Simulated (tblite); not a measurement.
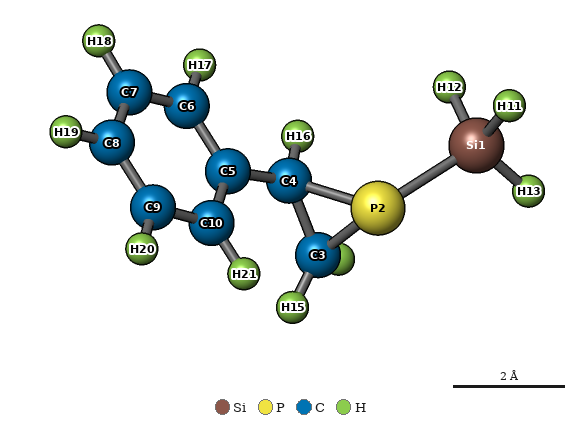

This is the input geometry for a relaxation of C8H11PSi. The picture is a ball-and-stick view, seen at a tilt.

The calculation used GFN2-xTB geometry optimisation, gas phase (tblite 0.8.0).

```xyz
21

Si    3.7383    0.1972    1.0383
P     1.7478   -0.7732    0.9382
C     1.2485   -1.7095   -0.5559
C     0.7270   -0.3070   -0.5570
C    -0.6772    0.0216   -0.1973
C    -1.1733    1.2062   -0.7567
C    -2.4526    1.5919   -0.4889
C    -3.2568    0.8213    0.3256
C    -2.7505   -0.3587    0.8585
C    -1.4596   -0.7807    0.6134
H     3.8254    1.0171    2.2580
H     3.8020    1.1589   -0.0792
H     4.8203   -0.7437    0.8993
H     2.0419   -1.9196   -1.3213
H     0.6030   -2.5870   -0.3861
H     1.2593    0.3982   -1.1952
H    -0.5623    1.8424   -1.3881
H    -2.8040    2.5224   -0.9373
H    -4.2821    1.1277    0.5371
H    -3.3366   -1.0053    1.5056
H    -1.0673   -1.7033    1.0433
```

**Where does the relaxation end?**

Over 101 geometry steps the energy falls by 46.5 kJ/mol. The atom that moves furthest after the best rigid fit is H16 (0.53 Å). By element the largest moves are H 0.53 Å, C 0.43 Å, P 0.33 Å, Si 0.29 Å. Near-neighbour distances that change, for instance: C3–H14 1.122 → 1.083 Å, Si1–P2 2.217 → 2.244 Å, Si1–H13 1.441 → 1.465 Å, C6–C7 1.363 → 1.383 Å. Among the angles between lasting bonds that change: Si1–P2–C3 120.3° → 99.2°, Si1–P2–C4 114.7° → 100.0°, C4–C3–H15 122.8° → 116.7°.

The structure at the end:

```xyz
21

Si    3.7983    0.0033    0.8290
P     1.7363   -0.7652    1.2673
C     1.3299   -1.4747   -0.3845
C     0.8110   -0.0761   -0.2091
C    -0.6361    0.1720   -0.0721
C    -1.2125    1.2751   -0.6947
C    -2.5705    1.5141   -0.5873
C    -3.3724    0.6565    0.1455
C    -2.8064   -0.4378    0.7791
C    -1.4500   -0.6761    0.6733
H     4.2053    0.8280    1.9634
H     3.8583    0.7975   -0.4049
H     4.6979   -1.1421    0.6721
H     2.1344   -1.6287   -1.0926
H     0.5935   -2.2689   -0.3923
H     1.3308    0.6968   -0.7688
H    -0.5912    1.9477   -1.2697
H    -3.0034    2.3738   -1.0778
H    -4.4328    0.8435    0.2283
H    -3.4250   -1.1054    1.3611
H    -1.0042   -1.5164    1.1892
```

After the run, drawn alike:

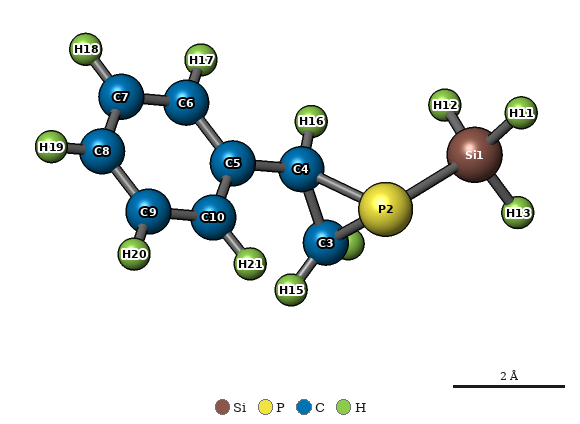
